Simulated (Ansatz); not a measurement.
## Decaying states in the gap of RbLiZnO2

A new crystal, RbLiZnO2: structure, gap and complex bands. It is built by putting O for S in the RbLiZnS2 structure of space group I-4m2, with the volume rescaled by atomic radii. The parent structure comes from the Materials Project.

Program: Ansatz 0.2.0. Level of theory: r2SCAN DFT, plane waves, PAW files, in the first sound run; inputs show where later runs differ. Results are calculated unless marked as measured.

The structure was built from a prototype and need not be the compound's stable phase.

### 1. Starting point

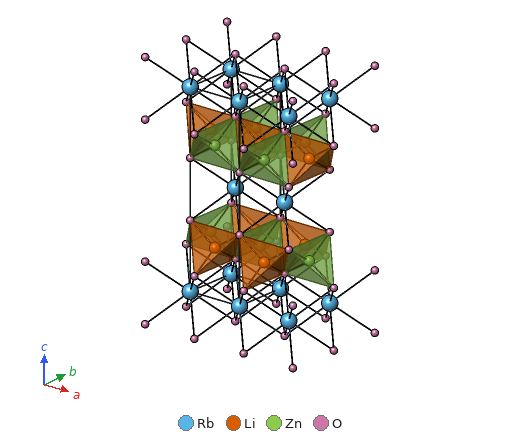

Start, viewed from a free direction; rubidium blue, lithium orange, zinc green, oxygen pink. 2×1×1 cells are drawn. This picture shows the conventional cell, with its axes. Some periodic images of atoms are drawn too.

Structure file:

```cif
data_structure
_symmetry_space_group_name_H-M 'I-4m2'
_symmetry_Int_Tables_number 119
_cell_length_a 3.8048
_cell_length_b 3.8048
_cell_length_c 13.0068
_cell_angle_alpha 90.000
_cell_angle_beta 90.000
_cell_angle_gamma 90.000
_cell_volume 188.29
loop_
_atom_site_label
_atom_site_type_symbol
_atom_site_symmetry_multiplicity
_atom_site_Wyckoff_symbol
_atom_site_fract_x
_atom_site_fract_y
_atom_site_fract_z
_atom_site_occupancy
Rb1 Rb 2 a 0.00000 0.00000 0.00000 1
Li1 Li 2 d 0.50000 0.00000 0.25000 1
Zn1 Zn 2 c 0.00000 0.50000 0.25000 1
O1 O 4 e 0.50000 0.50000 0.15286 1
```

### 2. Cell and atoms at rest

The substituted atoms don't fit the parent's cell, so cell and atoms relax together. A small smearing keeps the run stable in case the gap closes on the way.

The input, input.yaml:

```yaml
crystal:
  lattice:
    - [-1.9023930565, 1.9023930565, 6.503405867]
    - [1.9023930565, -1.9023930565, 6.503405867]
    - [1.9023930565, 1.9023930565, -6.503405867]
  atoms:
    - { symbol: Rb, position: [0.0, 0.0, 0.0] }
    - { symbol: Li, position: [0.25, 0.75, 0.5] }
    - { symbol: Zn, position: [0.75, 0.25, 0.5] }
    - { symbol: O, position: [0.65286, 0.65286, 0.0] }
    - { symbol: O, position: [0.34714, 0.34714, 0.0] }
kpoints:
  mp_grid: { grid: [8, 8, 8] }
scf:
  occupations: { method: gaussian, width: 0.03 }
hamiltonian:
  xc: r2scan
output:
  forces: true
  stress: true
relax:
  f_tol: 0.02
  max_steps: 60
  cell: {}
```

Command:

```bash
$ ansatz run input.yaml --threads 2 --pin off --max-ram 4096MiB --backend cpu --events-out ev --progress --plain --runs-dir out
```

Numbers of over 12 decimals in the logs are rounded to 6 here.

What it wrote:

```text
basis.fft_grid_basis auto: the FFT boxes are laid along the combinations [[1, 0, 1], [0, 1, 1], [0, 0, 1]] of the cell's own vectors, 3.805, 3.805 and 7.038 Å long. The dense box has 30×30×54 points. Along the cell's own vectors, as sized, it would have 54×54×54, 3.24 times as many. Of the 8 symmetry operations that the crystal satisfies within crystal.symmetry.tolerance (time reversal apart; of a slab, those that ke [...]
Engine: ansatz 0.2.0, x86_64-unknown-linux-gnu
Pseudopotentials: kind: paw
Pseudopotential: Rb, paw, valence charge 9, recommended cutoff 500 eV (meta_gga), Rb.paw.azcp
Pseudopotential: Li, paw, valence charge 3, recommended cutoff 500 eV (meta_gga), Li.paw.azcp
Pseudopotential: Zn, paw, valence charge 12, recommended cutoff 500 eV (meta_gga), Zn.paw.azcp
Pseudopotential: O, paw, valence charge 6, recommended cutoff 500 eV (meta_gga), O.paw.azcp
Functional definition: r2SCAN
  parameter k0 = 0.174
  parameter k1 = 0.065
  parameter a1 = 4.9479
  exchange = r2scan_x(k0 = k0, k1 = k1, a1 = a1)
  correlation = r2scan_c
Crystal: 5 atoms, lattice volume = 94.146 Å³
Basis set: ecut = 500 eV, 2379 PW (Γ), FFT grids on a1+a3, a2+a3, a3, exchange–correlation on 120×120×216 points (64 copies of the dense FFT grid, shifted against one another)
Bands: 23, of which v1, the nominal top of the filled ones, is band 18 counted from 1 (17 counted from 0)
Symmetry: 8 space group operations
Space group: I-4m2 (ITA 119), of the structure as read, at distance tolerance 4.5e-5 Å
k-points: 59 of 512 (time reversal used)
Non-local potential: Rb, projectors of the file, l = 0: 3, l = 1: 2, l = 2: 2
Non-local potential: Li, projectors of the file, l = 0: 3, l = 1: 2, l = 2: 1
Non-local potential: Zn, projectors of the file, l = 0: 2, l = 1: 2, l = 2: 3, l = 3: 1
Non-local potential: O, projectors of the file, l = 0: 2, l = 1: 2, l = 2: 1
PAW form: soft (Blöchl's): semilocal exchange-correlation on the pseudo side does not see the compensation charge
PAW frozen core: Rb, regenerated for the run's functional (the file was generated under x = pbe(κ = 0.804, μ = 0.219515), c = pbe(β = 0.066725))
PAW frozen core: Zn, regenerated for the run's functional (the file was generated under x = pbe(κ = 0.804, μ = 0.219515), c = pbe(β = 0.066725))
PAW frozen core: O, regenerated for the run's functional (the file was generated under x = pbe(κ = 0.804, μ = 0.219515), c = pbe(β = 0.066725))
PAW one-centre angular grid: Rb, 302 points (default); XC on 160 Gauss nodes
PAW one-centre angular grid: Li, 302 points (default); XC on 327 of its mesh's 2665 points in the sphere
PAW one-centre angular grid: Zn, 590 points (default); XC on 261 of its mesh's 2673 points in the sphere
PAW one-centre angular grid: O, 302 points (default); XC on 160 Gauss nodes
Initial density: superposition of atomic densities (neutral atoms: chi_scale 0, normalization atom), corrected by the library's trained network
Initial wavefunctions: pseudopotential atomic-orbital guess
Functional: x = r2scan, c = r2scan; τ floored in thin density (d = 2e-4 eV/Å³)
SCF iter   1: F=—  HF=-7947.255174 eV  |F-HF|=—  |Δ(HF+E_count)|=         —  Δρ=1.19e-2  dr2=8.09e-2  dr2_τ=4.49e-2  ethr=1.77e-3  ⟨swp⟩=6.7  Hψ=7426  notcnv=0
preconditioner: auto → Resta (q_TF=auto, 2.324 Å⁻¹)  ε∞=4.0  [insulator: Δε(μ)=1.850 eV  Ē_g=12.488 eV  σ=0.030 eV  W_gap=1.00  n_scr=20 (ndim 8)  ℏωp=21.6 eV  f_vac=0.037  D(μ)=0.00/eV (n_scr^D=0)  ε∞_Penn≈4.0]
SCF iter   2: F=—  HF=-7947.297926 eV  |F-HF|=—  |Δ(HF+E_count)|=   4.28e-2  Δρ=3.50e-3  dr2=7.32e-3  dr2_τ=1.11e-3  ethr=2.25e-4  ⟨swp⟩=2.4  Hψ=2905  notcnv=0  defer=59
SCF iter   3: F=—  HF=-7947.296298 eV  |F-HF|=—  |Δ(HF+E_count)|=   1.63e-3  Δρ=2.79e-3  dr2=4.20e-3  dr2_τ=1.79e-4  ethr=2.03e-5  ⟨swp⟩=2.0  Hψ=2183  notcnv=0
automatic band count: iteration 3 solves 22 bands in place of 23: the levels show a gap, and the empty bands left out lie too high to hold charge; the band table lists the bands solved (type scf.n_extra_bands for more)
SCF iter   4: F=—  HF=-7947.295438 eV  |F-HF|=—  |Δ(HF+E_count)|=   8.60e-4  Δρ=5.04e-4  dr2=3.32e-4  dr2_τ=5.19e-5  ethr=1.17e-5  ⟨swp⟩=2.0  Hψ=2159  notcnv=0
SCF iter   5: F=—  HF=-7947.295433 eV  |F-HF|=—  |Δ(HF+E_count)|=   5.00e-6  Δρ=3.06e-4  dr2=6.70e-5  dr2_τ=6.73e-6  ethr=9.21e-7  ⟨swp⟩=2.3  Hψ=2168  notcnv=0
SCF iter   6: F=—  HF=-7947.295467 eV  |F-HF|=—  |Δ(HF+E_count)|=   3.39e-5  Δρ=8.12e-5  dr2=1.11e-5  dr2_τ=6.45e-7  ethr=1.86e-7  ⟨swp⟩=2.9  Hψ=2170  notcnv=0
SCF iter   7: F=—  HF=-7947.295468 eV  |F-HF|=—  |Δ(HF+E_count)|=   2.31e-7  Δρ=2.53e-5  dr2=1.03e-6  dr2_τ=2.02e-8  ethr=3.07e-8  ⟨swp⟩=2.0  Hψ=1551  notcnv=0
SCF iter   8: F=-7947.295468 eV  HF=-7947.295468 eV  |F-HF|=1.43e-8  |Δ(HF+E_count)|=   2.98e-8  Δρ=3.81e-6  dr2=1.73e-8  dr2_τ=8.25e-10  ethr=2.78e-10  ⟨swp⟩=3.1  Hψ=5634  notcnv=0
SCF 1 converged in 8 iterations: F = -7947.295468 eV  dr2 = 1.73e-8
  greatest PAW one-centre occupation: 0.999 electrons in one spin orbital (limit 2), on the Li atom at site 1 (counted from 0), in its partial waves of l = 0
relax step   1: F+E_penalty+E_count = -7947.29546756 eV  Δ(F+E_penalty+E_count) = +0.000e0 eV  max|allowed force component| = 2.324e0 eV/Å  Δτ_max = 0.0000 Å  P = -13.534 GPa  Ω = 94.146 Å³  (8 SCF iters, dr2 threshold 1.00e-7 eV, accepted)
Crystal: 5 atoms, lattice volume = 81.994 Å³
Basis set: ecut = 500 eV, 2091 PW (Γ), FFT grids on a1+a3, a2+a3, a3, exchange–correlation on 120×120×216 points (64 copies of the dense FFT grid, shifted against one another)
Initial density: handed on by an earlier stage of this run
Initial wavefunctions: those handed on with the density
iter 1 solved again at ethr=4.06e-4 eV; its pass at ethr=3.10e-3 eV (dr2=1.46e-1 eV) is discarded
SCF iter   1: F=—  HF=-7948.995695 eV  |F-HF|=—  |Δ(HF+E_count)|=         —  Δρ=2.14e-2  dr2=1.46e-1  dr2_τ=2.46e0  ethr=4.06e-4  ⟨swp⟩=1.0  Hψ=7834  notcnv=0
automatic band count: iteration 1 solves 21 bands in place of 23: the levels show a gap, and the empty bands left out lie too high to hold charge; the band table lists the bands solved (type scf.n_extra_bands for more)
preconditioner: auto → Resta (q_TF=auto, 2.379 Å⁻¹)  ε∞=4.7  [insulator: Δε(μ)=2.129 eV  Ē_g=12.042 eV  σ=0.030 eV  W_gap=1.00  n_scr=20 (ndim 8)  ℏωp=23.2 eV  f_vac=0.019  D(μ)=0.00/eV (n_scr^D=0)  ε∞_Penn≈4.7]
SCF iter   2: F=—  HF=-7948.795189 eV  |F-HF|=—  |Δ(HF+E_count)|=   2.01e-1  Δρ=8.32e-3  dr2=2.54e-2  dr2_τ=2.96e-3  ethr=4.06e-4  ⟨swp⟩=3.0  Hψ=2610  notcnv=0
[...]
preconditioner: auto → Resta (q_TF=auto, 2.441 Å⁻¹)  ε∞=4.8  [insulator: Δε(μ)=2.767 eV  Ē_g=12.799 eV  σ=0.030 eV  W_gap=1.00  n_scr=20 (ndim 8)  ℏωp=25.1 eV  f_vac=0.011  D(μ)=0.00/eV (n_scr^D=0)  ε∞_Penn≈4.8]
SCF iter   2: F=—  HF=-7949.141722 eV  |F-HF|=—  |Δ(HF+E_count)|=   5.96e-3  Δρ=4.22e-3  dr2=9.64e-3  dr2_τ=6.21e-4  ethr=9.47e-5  ⟨swp⟩=3.6  Hψ=2693  notcnv=0
SCF iter   3: F=—  HF=-7949.144240 eV  |F-HF|=—  |Δ(HF+E_count)|=   2.52e-3  Δρ=2.45e-3  dr2=2.52e-3  dr2_τ=4.54e-4  ethr=2.68e-5  ⟨swp⟩=2.1  Hψ=2401  notcnv=0
SCF iter   4: F=—  HF=-7949.144116 eV  |F-HF|=—  |Δ(HF+E_count)|=   1.24e-4  Δρ=9.47e-4  dr2=4.77e-4  dr2_τ=3.61e-5  ethr=7.01e-6  ⟨swp⟩=2.0  Hψ=2433  notcnv=0
SCF iter   5: F=—  HF=-7949.144301 eV  |F-HF|=—  |Δ(HF+E_count)|=   1.85e-4  Δρ=3.49e-4  dr2=1.08e-4  dr2_τ=5.55e-6  ethr=1.33e-6  ⟨swp⟩=2.8  Hψ=2505  notcnv=0
SCF iter   6: F=—  HF=-7949.144303 eV  |F-HF|=—  |Δ(HF+E_count)|=   2.94e-6  Δρ=1.11e-4  dr2=7.26e-6  dr2_τ=5.90e-7  ethr=3.00e-7  ⟨swp⟩=2.0  Hψ=1999  notcnv=0
SCF iter   7: F=—  HF=-7949.144304 eV  |F-HF|=—  |Δ(HF+E_count)|=   5.10e-7  Δρ=3.07e-5  dr2=7.40e-7  dr2_τ=2.84e-8  ethr=2.02e-8  ⟨swp⟩=2.0  Hψ=1928  notcnv=0
SCF iter   8: F=-7949.144304 eV  HF=-7949.144304 eV  |F-HF|=2.67e-8  |Δ(HF+E_count)|=   1.92e-7  Δρ=1.11e-5  dr2=8.99e-8  dr2_τ=4.21e-9  ethr=1.39e-9  ⟨swp⟩=5.1  Hψ=5640  notcnv=0
SCF 3 converged in 8 iterations: F = -7949.144304 eV  dr2 = 8.99e-8
relax step   3: F+E_penalty+E_count = -7949.14430413 eV  Δ(F+E_penalty+E_count) = -3.457e-1 eV  max|allowed force component| = 5.521e-1 eV/Å  Δτ_max = 0.0642 Å  P = +1.999 GPa  Ω = 70.170 Å³  energy of the carried Pulay correction = +6.574e-3 eV  (8 SCF iters, dr2 threshold 5.00e-7 eV, accepted)
[...]
relax step   4: F+E_penalty+E_count = -7949.17105852 eV  Δ(F+E_penalty+E_count) = -2.675e-2 eV  max|allowed force component| = 2.047e-1 eV/Å  Δτ_max = 0.0856 Å  P = +0.141 GPa  Ω = 68.711 Å³  energy of the carried Pulay correction = +7.036e-3 eV  (7 SCF iters, dr2 threshold 5.00e-7 eV, accepted)
[...]
relax step   5: F+E_penalty+E_count = -7949.18420970 eV  Δ(F+E_penalty+E_count) = -1.315e-2 eV  max|allowed force component| = 2.763e-2 eV/Å  Δτ_max = 0.0325 Å  P = -0.455 GPa  Ω = 70.392 Å³  energy of the carried Pulay correction = +6.504e-3 eV  (7 SCF iters, dr2 threshold 5.00e-7 eV, accepted)
[...]
relax step   6: F+E_penalty+E_count = -7949.18494380 eV  Δ(F+E_penalty+E_count) = -7.341e-4 eV  max|allowed force component| = 8.500e-3 eV/Å  Δτ_max = 0.0008 Å  P = +0.021 GPa  Ω = 69.938 Å³  energy of the carried Pulay correction = +6.646e-3 eV  (5 SCF iters, dr2 threshold 5.00e-7 eV, accepted)
Basis set: ecut = 500 eV, 1793 PW (Γ), FFT grids on a1+a3, a2+a3, a3, exchange–correlation on 108×108×192 points (64 copies of the dense FFT grid, shifted against one another)
Initial wavefunctions: pseudopotential atomic-orbital guess (no wavefunctions were taken with the density)
iter 1 solved again at ethr=4.24e-7 eV; its pass at ethr=3.10e-3 eV (dr2=1.53e-4 eV) is discarded
SCF iter   1: F=—  HF=-7949.176964 eV  |F-HF|=—  |Δ(HF+E_count)|=         —  Δρ=7.13e-4  dr2=3.30e-5  dr2_τ=1.87e-4  ethr=4.24e-7  ⟨swp⟩=3.0  Hψ=11564  notcnv=0
preconditioner: auto → Resta (q_TF=auto, 2.442 Å⁻¹)  ε∞=4.4  [insulator: Δε(μ)=2.868 eV  Ē_g=13.656 eV  σ=0.030 eV  W_gap=1.00  n_scr=20 (ndim 8)  ℏωp=25.1 eV  f_vac=0.011  D(μ)=0.00/eV (n_scr^D=0)  ε∞_Penn≈4.4]
SCF iter   2: F=—  HF=-7949.177053 eV  |F-HF|=—  |Δ(HF+E_count)|=   8.90e-5  Δρ=3.81e-4  dr2=1.20e-5  dr2_τ=1.41e-5  ethr=9.17e-8  ⟨swp⟩=2.9  Hψ=2554  notcnv=0
SCF iter   3: F=—  HF=-7949.177080 eV  |F-HF|=—  |Δ(HF+E_count)|=   2.69e-5  Δρ=7.79e-5  dr2=1.54e-6  dr2_τ=3.20e-7  ethr=3.34e-8  ⟨swp⟩=2.0  Hψ=2301  notcnv=0
SCF iter   4: F=—  HF=-7949.177080 eV  |F-HF|=—  |Δ(HF+E_count)|=   4.16e-8  Δρ=1.09e-5  dr2=6.18e-8  dr2_τ=9.80e-9  ethr=4.28e-9  ⟨swp⟩=2.0  Hψ=2006  notcnv=0
SCF iter   5: F=—  HF=-7949.177080 eV  |F-HF|=—  |Δ(HF+E_count)|=   1.74e-8  Δρ=5.40e-6  dr2=8.31e-9  dr2_τ=1.77e-9  ethr=1.72e-10  ⟨swp⟩=2.0  Hψ=2090  notcnv=0
SCF iter   6: F=—  HF=-7949.177080 eV  |F-HF|=—  |Δ(HF+E_count)|=   1.46e-8  Δρ=1.61e-6  dr2=8.43e-10  dr2_τ=1.13e-10  ethr=2.31e-11  ⟨swp⟩=2.0  Hψ=2360  notcnv=0
SCF iter   7: F=—  HF=-7949.177080 eV  |F-HF|=—  |Δ(HF+E_count)|=  6.88e-10  Δρ=3.19e-7  dr2=6.55e-11  dr2_τ=6.61e-12  ethr=2.34e-12  ⟨swp⟩=3.0  Hψ=2759  notcnv=0
SCF iter   8: F=-7949.177080 eV  HF=-7949.177080 eV  |F-HF|=3.64e-12  |Δ(HF+E_count)|=  2.82e-11  Δρ=5.96e-8  dr2=5.05e-12  dr2_τ=8.17e-14  ethr=1.00e-12  ⟨swp⟩=4.5  Hψ=4814  notcnv=0
SCF 7 converged in 8 iterations: F = -7949.177080 eV  dr2 = 5.05e-12
relax step   7: F+E_penalty+E_count = -7949.17708009 eV  Δ(F+E_penalty+E_count) = +7.864e-3 eV  max|allowed force component| = 8.533e-3 eV/Å  Δτ_max = 0.0000 Å  P = +0.028 GPa  Ω = 69.938 Å³  stress off target by 3.92e-2 GPa  SCF on the basis re-selected at this cell (its energy is not comparable with the rows above)  (8 SCF iters)
basis re-selected at this cell: Δ(F+E_penalty+E_count) = +7.864e-3 eV, ΔP = +0.007 GPa vs the last step (what re-selecting the basis moved, of the pressure what is left beyond the Pulay correction that the steps carried, after the strain that the cell walked since its last selection, with what the two solves' SCF thresholds leave and, on support functions, any second-order correction that the steps lacked; it is no measure of the basis error at this ecutwfc). The dense FFT grid was sized anew with the basis: this SCF ran on 27×27×48 points, the steps before it on 30×30×54, so part of this shift can come from that change (see relax.cell in the input reference). [rest of the remark cut]
SCF converged after 8 iterations
Free energy (F): -7949.177080 eV
Harris-Foulkes:  -7949.177080 eV  (|F-HF|=3.64e-12)
Internal energy: -7949.177080 eV  (E = F + TS)
E sigma→0 (E₀):  -7949.177080 eV
Fermi energy:    7.240928 eV
--- Per-component energies (eV) ---
  E_band       = -134.673124
  E_kinetic    = 700.460970
  E_local      = -3482.030358  (includes V_loc(G=0)·N_el)
  E_nonlocal   = 855.850966
  E_hartree    = 1370.343177
  E_xc         = -408.139877
  E_vxc        = -434.362427  (∫ρ·V_xc dr)
  E_paw        = -4828.777530  (= ΣΔE_a)
  E_vpaw       = -541.337258  (= ΣTr[D̂ρ^β])
  E_aug_tail   = 0.001873  (compensation charges beyond the density's cutoff)
  E_vtau       = 26.056698  (kinetic-family band-sum trace: ∫τ·v_τ [+ j·A + Jᵃ·Aᵃ] dr)
  E_ewald      = -2156.492873
  E_core_change = -0.393428  (= ΣΔE_core)
  E_smearing   = -0.000000  (= −TS)
  E_closure    = -0.000000  (closes the sum)
  Σ components = -7949.177080   (vs F -7949.177080, Δ=0.00e0)
--- Forces (eV/Å), atoms counted from 1 ---
  atom   1  Rb     0.00000000    -0.00000000    -0.00000000
  atom   2  Li    -0.00000000     0.00000000     0.00000000
  atom   3  Zn    -0.00000000     0.00000000    -0.00000000
  atom   4  O      0.00000000     0.00000000    -0.00853276
  atom   5  O     -0.00000000     0.00000000     0.00853276
  max |Σ_I F_I| component: 1.39e-17 eV/Å
--- Stress (GPa, compression-positive) ---
        0.021853       0.000000       0.000000
        0.000000       0.021853       0.000000
        0.000000       0.000000       0.039188
  P = ⅓ Tr σ = 0.0276 GPa (0.276 kbar)
--- Relaxed structure (6 steps of the walk, 6 accepted, 1 SCFs on fresh bases) ---
  F+E_penalty+E_count = -7949.17708009 eV   max|allowed force component| = 8.533e-3 eV/Å   (the final SCF, on the basis selected at the relaxed cell)
  cell:  # Å, volume = 69.9380 Å³
    - [-1.744330, 1.744330, 5.746406]
    - [1.744330, -1.744330, 5.746406]
    - [1.744330, 1.744330, -5.746406]
  atoms:
    - { symbol: Rb, position: [0, 0, 0] }
    - { symbol: Li, position: [0.250000, 0.75, 0.5] }
    - { symbol: Zn, position: [0.75, 0.250000, 0.5] }
    - { symbol: O, position: [0.667845, 0.667845, 0] }
    - { symbol: O, position: [0.332155, 0.332155, 0] }
```

Run time: 52 s. Hardware: 2 threads of Intel Xeon 6975P-C (Granite Rapids), shared host; peak memory 0.66 GiB.

Step by step:

```
step  energy less that of the first step (eV)  largest force component (eV/Å)  pressure (GPa)  volume (Å³)
   1                                   0.0000                          2.3237          -13.53        94.15
   2                                  -1.5031                          0.9206           -8.75        81.99
   3                                  -1.8488                          0.5521            2.00        70.17
   4                                  -1.8756                          0.2047            0.14        68.71
   5                                  -1.8887                          0.0276           -0.46        70.39
   6                                  -1.8895                          0.0085            0.02        69.94
  7*                                  -1.8816                          0.0085            0.03        69.94
```

Relaxation steps marked * repeat the geometry before them on a plane-wave basis chosen anew for their cell, so energy and pressure can jump there.

Forces are held to the 8 operations that the run works with; a distortion that breaks them can't arise in this run.

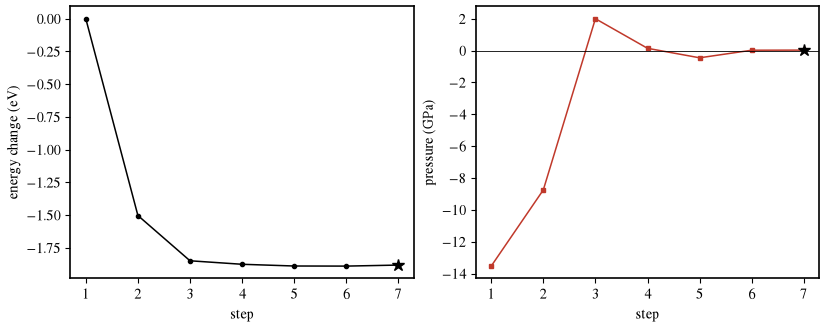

Energy and pressure along the relaxation. Stars mark steps on a basis chosen anew.

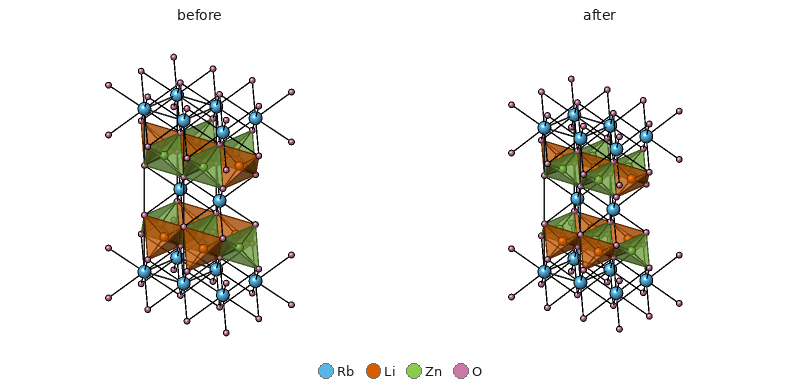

The structure before and after the relaxation, drawn at the same scale.

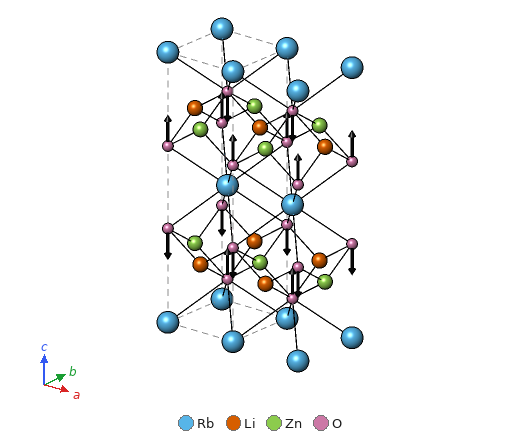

Displacements in the relaxation, exaggerated, measured against the changing cell; the longest in the cell stands for 0.17 Å. 2×1×1 conventional cells are drawn. Some periodic images of atoms are drawn too.

| conventional cell, symmetrised | before | after | change |
| --- | --- | --- | --- |
| a (Å) | 3.805 | 3.489 | -8.3 % |
| b (Å) | 3.805 | 3.489 | -8.3 % |
| c (Å) | 13.007 | 11.493 | -11.6 % |
| volume (Å³/atom) | 18.83 | 13.99 | -25.7 % |

The atoms that moved most (Å, as changes of fractional coordinates times the final cell):

```csv
atom,dx,dy,dz,length
O5,0.000,0.000,-0.172,0.172
O4,0.000,0.000,0.172,0.172
```

This step gave:

```
free energy  : -7949.1771 eV
Fermi energy : 7.241 eV
pressure     : 0.02763 GPa
```

The largest force component on a free atom ends at 0.0085 eV/Å.

(Continued in part 2 of 3.)

[Logs are printed without paths, hosts, clocks, repeated set-up lines and the standing remarks that a program may print on its own settings, such as how far it seeks lower states.]

[Hosts, paths, dates, database ids (printed as entryN), source tags and the programs' standing remarks are cut or masked in the printed files.]

[New means built here by substitution; the compound itself may be known and measured.]
